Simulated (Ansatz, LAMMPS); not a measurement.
# Glassy Na2Si4O9 (90 atoms): geometry optimisation, part 3 of 3

Aim: bring glassy Na2Si4O9 (90 atoms) to a nearby minimum of the energy and see what moves.

Ansatz 0.2.0; Kohn-Sham DFT, PBE, PAW (set soft_2), plane waves.

The cell: 12 Na, 54 O and 24 Si. The quench rate of 10 K/ps is orders of magnitude faster than experiment. The network of bonds at the start is that of the classical potential that made the cell. The Brillouin zone is sampled at Γ only, in a cell whose shortest periodic width is 11 Å.

So far, density (g/cm³): step 5 (local order after relaxation) 2.38.

### Step 6. Single point at the relaxed geometry

The electronic structure is read at the final geometry, in a run of its own.

input.yaml reads:

```yaml
crystal:
  lattice:
    - [10.8166, 0.0, 0.0]
    - [0.0, 10.8166, 0.0]
    - [0.0, 0.0, 10.8166]
  atoms:
    - { symbol: Na, position: [0.66857, 0.03835, 0.48983] }
    - { symbol: Na, position: [0.95225, 0.76694, 0.87038] }
    - { symbol: Na, position: [0.52555, 0.91256, 0.07042] }
    - { symbol: Na, position: [0.37607, 0.23498, 0.92458] }
    - { symbol: Na, position: [0.42028, 0.07144, 0.27606] }
    - { symbol: Na, position: [0.30505, 0.80671, 0.25498] }
    - { symbol: Na, position: [0.9247, 0.01587, 0.68634] }
    - { symbol: Na, position: [0.56719, 0.81774, 0.35654] }
    - { symbol: Na, position: [0.07624, 0.14538, 0.41] }
    - { symbol: Na, position: [0.64364, 0.99789, 0.81112] }
    - { symbol: Na, position: [0.92972, 0.28933, 0.09464] }
    - { symbol: Na, position: [0.17125, 0.73471, 0.69406] }
    - { symbol: O, position: [0.44632, 0.1164, 0.55768] }
    - { symbol: O, position: [0.92299, 0.32176, 0.47244] }
    - { symbol: O, position: [0.27023, 0.18792, 0.34037] }
    - { symbol: O, position: [0.74241, 0.11594, 0.6713] }
    - { symbol: O, position: [0.06132, 0.59416, 0.79601] }
    - { symbol: O, position: [0.55695, 0.67561, 0.7475] }
    - { symbol: O, position: [0.7722, 0.37632, 0.27934] }
    - { symbol: O, position: [0.68929, 0.28566, 0.50174] }
    - { symbol: O, position: [0.53132, 0.28508, 0.14004] }
    - { symbol: O, position: [0.11352, 0.14392, 0.72832] }
    - { symbol: O, position: [0.08078, 0.90379, 0.78167] }
    - { symbol: O, position: [0.07569, 0.88655, 0.29001] }
    - { symbol: O, position: [0.56045, 0.12082, 0.95974] }
    - { symbol: O, position: [0.73884, 0.56405, 0.86458] }
    - { symbol: O, position: [0.30936, 0.57228, 0.41712] }
    - { symbol: O, position: [0.68995, 0.57386, 0.14352] }
    - { symbol: O, position: [0.55078, 0.27673, 0.70136] }
    - { symbol: O, position: [0.51381, 0.62208, 0.51319] }
    - { symbol: O, position: [0.74896, 0.81448, 0.83585] }
    - { symbol: O, position: [0.30948, 0.27476, 0.70342] }
    - { symbol: O, position: [0.7496, 0.16093, 0.11432] }
    - { symbol: O, position: [0.29069, 0.96133, 0.66527] }
    - { symbol: O, position: [0.89383, 0.55184, 0.57305] }
    - { symbol: O, position: [0.49286, 0.72657, 0.20294] }
    - { symbol: O, position: [0.37411, 0.92033, 0.4197] }
    - { symbol: O, position: [0.77613, 0.36002, 0.72753] }
    - { symbol: O, position: [0.14908, 0.64028, 0.24595] }
    - { symbol: O, position: [0.57818, 0.71404, 0.98053] }
    - { symbol: O, position: [0.06926, 0.28095, 0.23117] }
    - { symbol: O, position: [0.02881, 0.96746, 0.51684] }
    - { symbol: O, position: [0.3288, 0.94679, 0.11356] }
    - { symbol: O, position: [0.51813, 0.87151, 0.60148] }
    - { symbol: O, position: [0.25912, 0.04115, 0.89415] }
    - { symbol: O, position: [0.46854, 0.51206, 0.07357] }
    - { symbol: O, position: [0.42446, 0.38082, 0.5232] }
    - { symbol: O, position: [0.14626, 0.74013, 0.47162] }
    - { symbol: O, position: [0.6976, 0.33697, 0.96183] }
    - { symbol: O, position: [0.92184, 0.55038, 0.20479] }
    - { symbol: O, position: [0.92301, 0.41367, 0.91564] }
    - { symbol: O, position: [0.99494, 0.75971, 0.09602] }
    - { symbol: O, position: [0.7491, 0.59639, 0.37826] }
    - { symbol: O, position: [0.24353, 0.17723, 0.08693] }
    - { symbol: O, position: [0.63794, 0.99588, 0.27229] }
    - { symbol: O, position: [0.30264, 0.38074, 0.18932] }
    - { symbol: O, position: [0.50383, 0.4629, 0.31297] }
    - { symbol: O, position: [0.819, 0.14294, 0.34602] }
    - { symbol: O, position: [0.08379, 0.98758, 0.06459] }
    - { symbol: O, position: [0.15183, 0.36287, 0.86361] }
    - { symbol: O, position: [0.08059, 0.37197, 0.63612] }
    - { symbol: O, position: [0.07973, 0.5008, 0.43313] }
    - { symbol: O, position: [0.09463, 0.53782, 0.03211] }
    - { symbol: O, position: [0.86799, 0.95911, 0.18057] }
    - { symbol: O, position: [0.71747, 0.73893, 0.56696] }
    - { symbol: O, position: [0.91337, 0.76285, 0.43086] }
    - { symbol: Si, position: [0.23136, 0.03196, 0.04617] }
    - { symbol: Si, position: [0.03939, 0.62012, 0.14309] }
    - { symbol: Si, position: [0.57104, 0.72608, 0.60871] }
    - { symbol: Si, position: [0.21372, 0.25562, 0.22173] }
    - { symbol: Si, position: [0.0402, 0.84931, 0.43462] }
    - { symbol: Si, position: [0.16913, 0.61108, 0.39274] }
    - { symbol: Si, position: [0.05948, 0.48535, 0.89258] }
    - { symbol: Si, position: [0.78066, 0.52563, 0.24959] }
    - { symbol: Si, position: [0.18279, 0.00738, 0.76701] }
    - { symbol: Si, position: [0.69509, 0.25448, 0.65491] }
    - { symbol: Si, position: [0.77954, 0.42047, 0.86643] }
    - { symbol: Si, position: [0.44117, 0.50672, 0.44276] }
    - { symbol: Si, position: [0.55269, 0.6345, 0.10748] }
    - { symbol: Si, position: [0.44818, 0.40699, 0.18062] }
    - { symbol: Si, position: [0.99157, 0.43962, 0.53615] }
    - { symbol: Si, position: [0.7631, 0.05922, 0.227] }
    - { symbol: Si, position: [0.82341, 0.6604, 0.49196] }
    - { symbol: Si, position: [0.00524, 0.90082, 0.15773] }
    - { symbol: Si, position: [0.16061, 0.28823, 0.73196] }
    - { symbol: Si, position: [0.42984, 0.25956, 0.61229] }
    - { symbol: Si, position: [0.39546, 0.96737, 0.55548] }
    - { symbol: Si, position: [0.63028, 0.22281, 0.03901] }
    - { symbol: Si, position: [0.79867, 0.28482, 0.39652] }
    - { symbol: Si, position: [0.6642, 0.6966, 0.857] }
kpoints:
  mp_grid: { grid: [1, 1, 1] }
hamiltonian:
  xc: pbe
scf:
  occupations: { method: fixed }
output:
  forces: true
  stress: true
  populations: intrinsic
  dos:
    method: { smearing: { sigma: 0.08 } }
    de: 0.1
    projected: { site_lists: { Na: [Na], O: [O], Si: [Si] } }
  eigenvalues: true
  write_density: true
  write_potential: true
  volumetric_format: npy
```

Run with:

```console
ansatz run input.yaml --threads 4 --pin off --max-ram 8192MiB --backend cpu --events-out ev --progress --plain --runs-dir out
```

Numbers of over 12 decimals in the logs are rounded to 6 here.

Log:

```text
[...]
Crystal: 90 atoms, lattice volume = 1265.530 Å³
Basis set: ecut = 420 eV, 24837 PW (Γ), exchange–correlation on 150×150×150 points (8 copies of the dense FFT grid, shifted against one another)
Bands: 354, of which v1, the nominal top of the filled ones, is band 264 counted from 1 (263 counted from 0)
Symmetry: 1 space group operations
[...]
k-points: 1
[...]
SCF iter   1: F=—  HF=-63832.642485 eV  |F-HF|=—  |Δ(HF+E_count)|=         —  Δρ=2.10e-3  dr2=1.07e-1  ethr=1.77e-3  ⟨swp⟩=4.0  Hψ=1351  notcnv=0  defer=86
[...]
SCF iter   9: F=-63832.613965 eV  HF=-63832.613965 eV  |F-HF|=1.78e-8  |Δ(HF+E_count)|=   1.10e-7  Δρ=2.29e-6  dr2=5.86e-8  ethr=1.89e-11  ⟨swp⟩=22.0  Hψ=3035  notcnv=0
SCF 1 converged in 9 iterations: F = -63832.613965 eV  dr2 = 5.86e-8
[...]
WARN: The input density's exchange-correlation potential varies sharply where the density is thin. Do not read a vacuum level from v_tot or v_xc, or from such a field of the output density. On a cell that repeats whose density bears no net charge and no dipole along the vacuum's axis use v_es (v_loc + v_h of the components); [...]
SCF converged after 9 iterations
Free energy (F): -63832.613965 eV
[...]
Internal energy: -63832.613965 eV  (E = F + TS)
E sigma→0 (E₀):  -63832.613965 eV
Fermi energy:    3.929142 eV
[...]
--- Forces (eV/Å), atoms counted from 1 ---
  atom   1  Na     0.00468678    -0.00377151     0.00094540
  atom   2  Na    -0.00064506    -0.00382314    -0.00210578
  atom   3  Na    -0.00295108    -0.00157672    -0.00150726
  atom   4  Na     0.00423264     0.00046012     0.00503154
  atom   5  Na     0.00926818    -0.00575403     0.00382501
  atom   6  Na    -0.00292631    -0.00291121     0.00691830
  atom   7  Na    -0.00165568     0.00100044    -0.00341885
  atom   8  Na     0.00575846     0.00479832     0.01504292
  atom   9  Na    -0.00545496    -0.00357778     0.00750856
  atom  10  Na     0.00131370     0.00481311    -0.00377678
  atom  11  Na     0.00407055     0.00652460    -0.00649975
  atom  12  Na    -0.00412589    -0.00263672    -0.00137466
  atom  13  O     -0.00687904     0.00541163     0.01263640
  atom  14  O      0.00357166     0.01741501     0.00064169
[...]
atom  89  Si     0.00713657    -0.00459605     0.01705395
  atom  90  Si    -0.00199182    -0.00444021    -0.00349825
  max |Σ_I F_I| component: 6.49e-5 eV/Å
--- Stress (GPa, compression-positive) ---
        1.106024       1.475084       0.928227
        1.475087      -2.024934      -0.527154
        0.928229      -0.527153       2.108900
  P = ⅓ Tr σ = 0.3967 GPa (3.967 kbar)
--- Band table (eV) ---
[...]
--- intrinsic populations: 90 sites ---
  site symbol       q [e]
     0     Na      8.1816
     1     Na      8.1983
     2     Na      8.1941
[...]
89     Si      2.3387
  spilling = -0.000000 (of n_electrons = 528.000000)
```

Wall time 19 s (4 threads of Arm Neoverse V1, shared host); peak memory 1.5 GiB.

The program notes that the exchange-correlation potential is rough where the density is thin.

Read from the output:

| Item | Value |
| --- | --- |
| free energy | -63832.6140 eV |
| free energy per atom | -709.2513 eV/atom |
| SCF cycles | 9 |
| pressure | 0.3967 GPa |
| r.m.s. force component | 0.00771 eV/Å |
| longest force | 0.03202 eV/Å |
| Fermi energy | 3.929 eV |
| gap (highest filled to lowest empty level) | 2.736 eV |

Intrinsic-atomic-orbital charges by element:

```csv
element,coordination,atoms,mean charge (e),spread,least,most
Na,all,12,0.810,0.0128,0.788,0.833
O,all,54,-0.933,0.0737,-1.09,-0.860
Si,all,24,1.69,0.0533,1.55,1.77
```

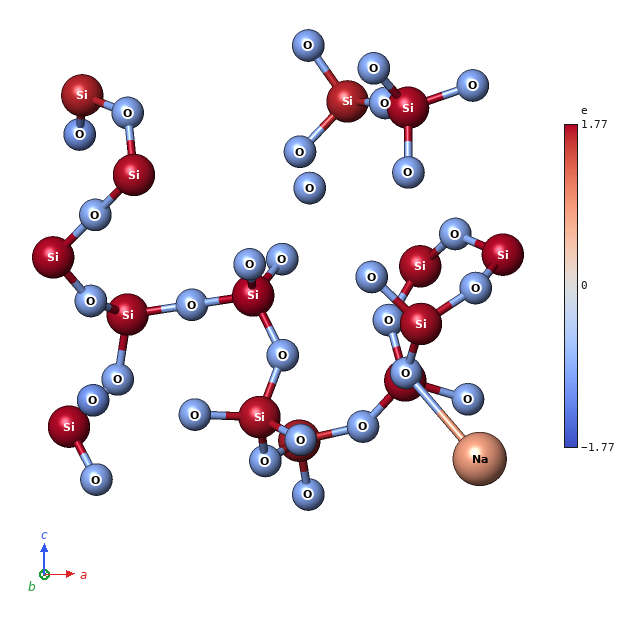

Atoms coloured by intrinsic-atomic-orbital charge. Drawn is a slice 5 Å thick, seen along the normal of the ac plane. Bonds to atoms that aren't drawn are left out.

Density of states as counts of states in windows of 1 eV (from the Fermi level), total and the larger projections:

```csv
from (eV),to (eV),total,O p,Si p,O s
-18,-17,18.3,0.4,2.3,14.2
-17,-16,3.6,0.1,0.4,2.7
-16,-15,2.0,0.0,0.3,1.6
-15,-12,0.0,0.0,0.0,0.0
-12,-11,4.0,2.6,0.1,0.1
-11,-10,9.0,6.0,0.5,0.4
-10,-9,13.8,9.5,1.3,0.6
-9,-8,15.4,11.1,2.1,0.6
-8,-7,31.1,23.9,6.1,0.3
-7,-6,11.3,8.8,1.9,0.3
-6,-5,34.5,28.4,3.5,1.6
-5,-4,58.1,51.3,3.2,1.7
-4,-3,65.1,60.2,1.9,1.1
-3,-2,40.7,38.6,0.8,0.4
-2,-1,34.5,32.3,1.0,0.2
-1,0,4.5,4.2,0.2,0.0
0,1,1.9,1.8,0.0,0.0
1,2,0.0,0.0,0.0,0.0
2,3,2.0,0.0,0.1,0.5
3,4,0.0,0.0,0.0,0.0
4,5,11.4,1.2,1.9,1.8
```

The curve was stored every 0.10 eV, coarse against its broadening of 0.08 eV, so these counts are rough.

With fixed occupations the program's Fermi level is the highest filled level; weight inside the gap is the broadening of levels at its edges.

Between -26 and -18 eV lie 156 more states.

The stored curve holds about 504 of the 528 electrons; the rest, give or take the few that broadening carries across the Fermi level, lie in deeper levels below its range.

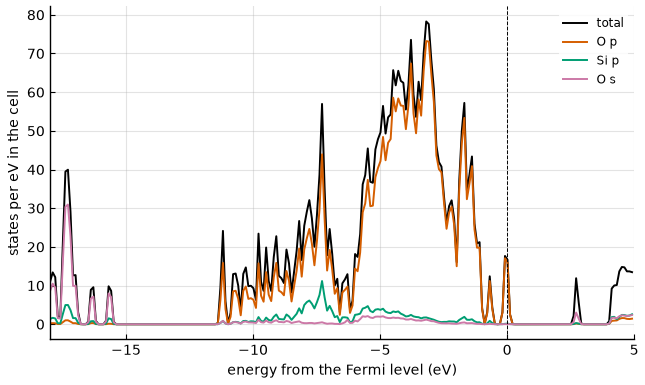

Total and projected density of states, with the broadening of the input.

The levels nearest the highest filled one (over half full), pooled over k-points and spins:

```csv
level less the highest filled one (eV),occupation
-1.26,2
-1.14,2
-1.09,2
-0.677,2
-0.0748,2
0,2
2.74,0
4.17,0
4.37,0
4.51,0
4.64,0
4.79,0
```

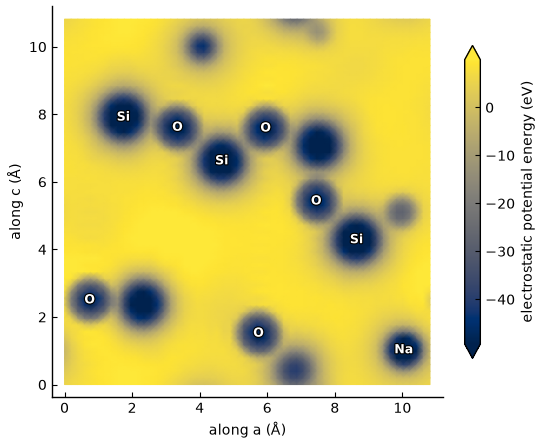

Electrostatic potential energy in the ac plane at fractional y = 0.275, with atoms of Na and O and Si within 0.2 Å of it. With pseudopotentials it is smooth inside the atoms' cores, unlike the true potential.

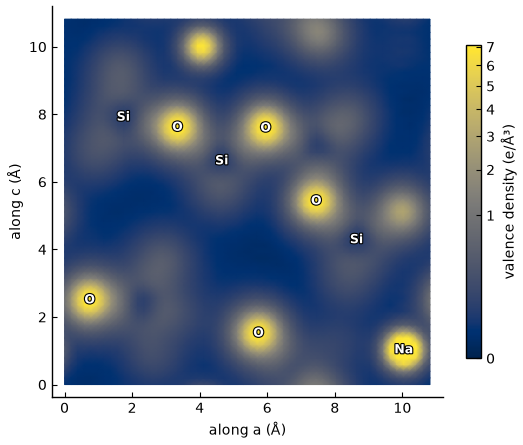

Valence density in the ac plane at fractional y = 0.275, with atoms of Na and O and Si within 0.2 Å of it. It is the smooth field of the valence electrons, not physical close to the nuclei. The colour scale is stretched toward low values.

Mean intrinsic-atomic-orbital charges: Na +0.81, O -0.93, Si +1.69 e.

The surroundings of O15, whose charge lies farthest from its element's mean, nearest first, numbered as they follow in the input and with coordinates relative to it.

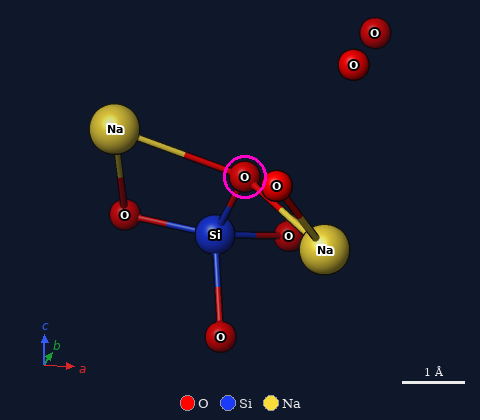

The atoms of the table, within 3.3 Å (arrows a, b, c point along x, y, z); some may hide others; the central atom is ringed.

```csv
atom,x,y,z,distance (Å),bonds,intrinsic-atomic-orbital charge (e)
O15,0.00,0.00,0.00,0.00,3,-1.09
Si70,-0.61,0.73,-1.28,1.60,4,1.55
Na5,1.62,-1.26,-0.70,2.17,4,0.79
Na9,-2.10,-0.46,0.75,2.28,4,0.81
O41,-2.17,1.01,-1.18,2.67,3,-1.09
O56,0.35,2.09,-1.63,2.67,2,-0.89
O54,-0.29,-0.12,-2.74,2.76,3,-0.94
O13,1.90,-0.77,2.35,3.12,3,-0.90
O37,1.12,-2.89,0.86,3.22,4,-1.04
O47,1.67,2.09,1.98,3.32,2,-0.87
```

The column of bonds counts only the pairs O-Si within 2.12 Å, O-Na within 2.83 Å; other neighbours, such as metal atoms beside each other in a compound, aren't counted, and periodic images can show an atom twice.

### Step 7. Summary of results

- energy change in the relaxation: -90.39 meV/atom
- r.m.s. displacement: 0.453 Å
- largest displacement: 1.278 Å
- free energy per atom: -709.2513 eV/atom
- pressure: 0.3967 GPa
- r.m.s. force component: 0.00771 eV/Å
- gap (highest filled to lowest empty level): 2.736 eV
- wall time of the 3 DFT runs: 3.8 min

Relaxation lowers the energy by 90.4 meV/atom and moves atoms by 0.45 Å r.m.s.; the r.m.s. force component goes from 1.3 to 0.0077 eV/Å, the pressure goes from 4.9 to 0.40 GPa, and the gap from 1.75 to 2.74 eV. From the first step to the last the energy fell by 8.135 eV, and the largest move was 1.28 Å (Na8). The O-Si bonds go from 1.620 Å (spread 0.052) to 1.640 Å (spread 0.035). 78 % of the oxygens bridge two formers (Si) and 22 % are non-bridging. The highest filled and lowest empty levels differ by 2.74 eV (at Γ alone); a semilocal functional tends to put such gaps too low. In a disordered cell it changes from sample to sample, and tail or defect levels can set it.

What to keep in mind: The network of bonds at the start is that of the classical potential that made the cell; in DFT atoms moved by 0.45 Å r.m.s. The stress is far from hydrostatic: its diagonal is 1.1, -2.0, 2.1 GPa, compression counted positive.

Calculation beside experiment:

```csv
quantity,measured,this cell,difference,method of the measurement
nearest Na–O distance,2.425 Å,2.33 Å,-3.9 %,neutron diffraction
nearest Si–Na distance,3.8 Å,3.43 Å,-9.7 %,Na K-edge XAFS
nearest Na–Na distance,3.2 Å,3.27 Å,+2.2 %,Na K-edge XAFS
```

The cell differs from the measured distances by up to 9.7 %. Distances of this cell are positions of the first main peak of g(r), or bond means where the peak is narrow; means over all bonds within a cutoff lie farther out for broad shells. The network comes from the model that made the cell; in DFT atoms moved by 0.45 Å r.m.s.

[Logs are printed without paths, hosts, clocks, repeated set-up lines and the standing remarks that a program may print on its own settings, such as how far it seeks lower states.]

[Hosts, paths, dates, database ids (printed as entryN), source tags and the programs' standing remarks are cut or masked in the printed files.]
